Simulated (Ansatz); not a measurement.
**SiS (SMILES [Si-]#[S+]) at 6 levels**

We compute a comparison of 6 runs (B3LYP/STO-3G, PBE/STO-3G, UPBE/STO-3G, revPBE/STO-3G, RPA@PBE/STO-3G, FCI/STO-3G) of SiS. 

Program for the calculation: Ansatz 0.2.0.

48 further runs of the same task are left out: 13 that didn't finish, 35 set aside as unsound or not needed.

## 1. Starting point

The species is SiS (2 atoms), meant as a singlet with charge 0. As SMILES, `[Si-]#[S+]`. The S2–Si1 distance was set to 3.859 Å, away from the relaxed value.

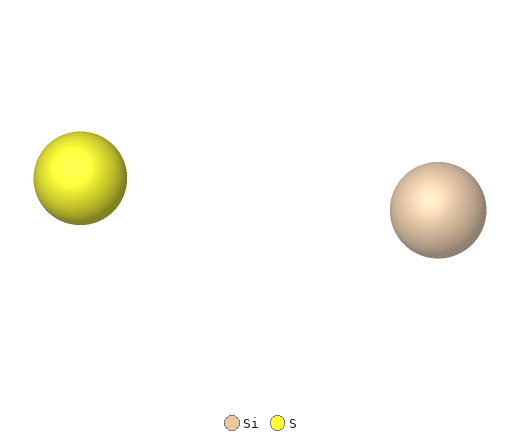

The structure, seen from a chosen angle (silicon light orange, sulfur yellow).

## 2. A single-point energy at B3LYP/STO-3G (run 1)

Input file run.yaml:

```yaml
basis:
  gaussian:
    orbitals: STO-3G
crystal:
  periodic: [false, false, false]
  atoms:
    - symbol: Si
      position_ang: [0.000000, 0.000000, -1.929279]
    - symbol: S
      position_ang: [0.000000, 0.000000, 1.929321]
accuracy: high
hamiltonian:
  xc: {name: B3LYP}
```

The run is started by

```console
$ ansatz run run.yaml --threads 1 --pin off --max-ram 2610MiB --events-out events.jsonl --progress --plain --runs-dir runs
```

Standard output:

```text
Warning: RAYON_NUM_THREADS=1 ignored (pool sized by the plan → 1); use --threads N
Functional definition: B3LYP
  name "B3LYP"
  parameter a0 = 0.2
  parameter ax = 0.72
  parameter ac = 0.81
  exchange = (1 - a0 - ax)*slater_x + ax*b88_x + a0*exact_x
  correlation = (1 - ac)*vwn_rpa_c + ac*lyp_c
267 factors; integrals over basis functions are off by at most 9.8e-9 eV
mean field evaluation 1: about -18464.6646 eV, gradient 1.6e1 eV
mean field evaluation 2: about -18336.4987 eV, gradient 3.3e1 eV
mean field evaluation 4: about -18338.5095 eV, gradient 3.4e1 eV
mean field evaluation 8: about -18484.1918 eV, gradient 4.9e1 eV
mean field evaluation 16: about -18490.5866 eV, gradient 1.7e-1 eV
mean field evaluation 32: about -18490.3649 eV, gradient 4.8e-1 eV
mean field evaluation 64: about -18489.4604 eV, gradient 1.6e-1 eV
mean field evaluation 96: about -18490.2146 eV, gradient 4.0e0 eV
mean field evaluation 128: about -18490.4460 eV, gradient 2.8e0 eV
mean field evaluation 160: about -18490.5580 eV, gradient 2.9e0 eV
mean field -18490.58701677 eV, -679.5165394962 hartree, gradient 2.7e-8 eV, S^2 0.000000; 13 other end points of the search recorded, 0 dependent functions left out
reference -18490.58704423 eV, -679.5165405055 hartree; 15, 15 occupied and 3, 3 virtual orbitals, 267 factors
Total energy: -18490.58704423 eV, -679.5165405055 hartree
```

It took 5.1 s on 1 thread of Arm Neoverse N1, shared host.

## 3. A single-point energy at PBE/STO-3G (run 2)

Input file job.yaml:

```yaml
crystal:
  periodic: [false, false, false]
  atoms:
    - {symbol: Si, position_ang: [0.000000, 0.000000, -1.929279]}
    - {symbol: S, position_ang: [0.000000, 0.000000, 1.929321]}
basis:
  gaussian: {orbitals: STO-3G}
hamiltonian: {xc: pbe}
accuracy: high
```

The run is started by

```console
$ ansatz run job.yaml --threads 1 --pin off --max-ram 2610MiB --events-out events.jsonl --progress --plain --runs-dir runs
```

Standard output, cut to the lines that bear on the results:

```text
Warning: RAYON_NUM_THREADS=1 ignored (pool sized by the plan → 1); use --threads N
Functional definition: PBE
  name "PBE"
[...]
267 factors; integrals over basis functions are off by at most 9.8e-9 eV
[...]
mean field -18482.39696317 eV, -679.2155605779 hartree, gradient 7.6e-9 eV, S^2 0.000000; 10 other end points of the search recorded, 0 dependent functions left out
reference -18482.39696484 eV, -679.2155606393 hartree; 15, 15 occupied and 3, 3 virtual orbitals, 267 factors
Total energy: -18482.39696484 eV, -679.2155606393 hartree
```

It took 4.8 s on 1 thread of Arm Neoverse N1, shared host.

## 4. A single-point energy at UPBE/STO-3G (run 3)

Input file job.yaml:

```yaml
crystal:
  periodic: [false, false, false]
  atoms:
    - symbol: Si
      position_ang: [0.000000, 0.000000, -1.929279]
    - symbol: S
      position_ang: [0.000000, 0.000000, 1.929321]
basis:
  gaussian: {orbitals: STO-3G}
magnetization: {spin_polarized: true, initial_magnetization: 0}
hamiltonian: {xc: pbe}
accuracy: high
```

The run is started by

```console
$ ansatz run job.yaml --threads 1 --pin off --max-ram 2610MiB --events-out events.jsonl --progress --plain --runs-dir runs
```

Standard output, cut to the lines that bear on the results:

```text
Warning: RAYON_NUM_THREADS=1 ignored (pool sized by the plan → 1); use --threads N
[... 2 set-up lines as earlier in the session ...]
[...]
267 factors; integrals over basis functions are off by at most 9.8e-9 eV
[...]
mean field -18483.82665919 eV, -679.2681009375 hartree, gradient 1.7e-8 eV, S^2 1.760635; 21 other end points of the search recorded, 0 dependent functions left out
reference -18483.82666101 eV, -679.2681010044 hartree; 15, 15 occupied and 3, 3 virtual orbitals, 267 factors
Total energy: -18483.82666101 eV, -679.2681010044 hartree
```

It took 22 s on 1 thread of Arm Neoverse N1, shared host; peak memory 0.11 GiB.

Runs 4 to 5 aren't shown in full; the table further down has their settings and results.

## 5. The energy at FCI/STO-3G (run 6)

Input file molecule.yaml:

```yaml
crystal:
  periodic: [false, false, false]
  atoms:
    - {symbol: Si, position_ang: [0.000000, 0.000000, -1.929279]}
    - {symbol: S, position_ang: [0.000000, 0.000000, 1.929321]}
basis:
  gaussian: {orbitals: STO-3G}
correlation: {method: fci, frozen_orbitals: {S: 5, Si: 5}}
accuracy: high
```

The run is started by

```console
$ ansatz run molecule.yaml --threads 1 --pin off --max-ram 2610MiB --events-out events.jsonl --progress --plain --runs-dir runs
```

Standard output:

```text
Warning: RAYON_NUM_THREADS=1 ignored (pool sized by the plan → 1); use --threads N
[... 28 lines left out ...]
10 core orbitals not correlated: weight in the atoms' cores, before any rotation towards them, 1.000 or more for the frozen orbitals, at most 0.000 for the correlated occupied ones
[... 2 lines left out ...]
Total energy: -18465.97646140 eV, -678.6121182680 hartree
```

Wall time 1.8 s (1 thread of Arm Neoverse N1, shared host).

## 6. The series

```csv
run,level,frozen core orbitals,energy (Eh),wall time
1,B3LYP/STO-3G,–,-679.516541,5.1 s
2,PBE/STO-3G,–,-679.215561,4.8 s
3,UPBE/STO-3G,–,-679.268101,22 s
4,revPBE/STO-3G,–,-679.428567,4.2 s
5,RPA@PBE/STO-3G,10,-678.656073,6 s
6,FCI/STO-3G,10,-678.612118,1.8 s
```

## 7. Results

```
                                           quantity          value
                                run 6: total energy  -678.61212 Eh
run 6: correlation energy (10 core orbitals frozen)     -187.9 mEh
```

**Reading.** Totals of different functionals can't be ranked against each other. In run 5 the log says that unrestricted orbitals would lower the reference, so the values rest on an unstable closed-shell determinant (other closed-shell runs at this shape may share the fault). In runs 1, 2, 3, 4, 5, 6 the basis is minimal, so the values are rough. In runs 1, 2, 4, 5 a closed-shell determinant meets a far-stretched bond, which it describes badly. Spin contamination of the reference: run 3 ⟨S²⟩ = 1.76. Where it is this large, the reference is a mixture of spin states, and values that rest on it are in doubt. All runs together took 44 s, the longest 22 s.
